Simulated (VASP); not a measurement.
Band structure of Tl3VSe4 (space group I-43m). Level of theory: LDA (Ceperley-Alder, Perdew-Zunger), VASP's LDA PAW potentials (set 64) (plane waves; VASP).

Unless said otherwise, spin-orbit coupling is left out, though it shifts the bands of the heavy elements here.

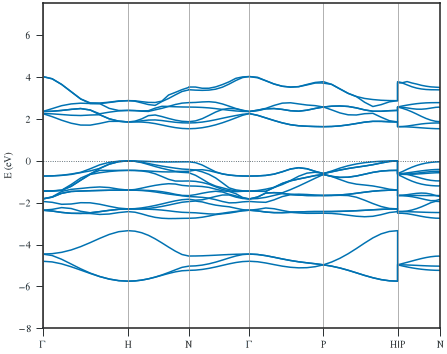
*Bands along high-symmetry lines, zero at the valence-band maximum or, without a gap, the Fermi level*

Q: Read the plot: is there a gap, and where are the band edges?

A: The gap is indirect, 1.53 eV, from the valence maximum at H to the conduction minimum at N.

The structure comes from a computed database's Tl3VSe4 entry (I-43m); how it stands against other phases isn't given here. The cell was not relaxed at this level. The run is not spin-polarised, so no magnetic state was tried.
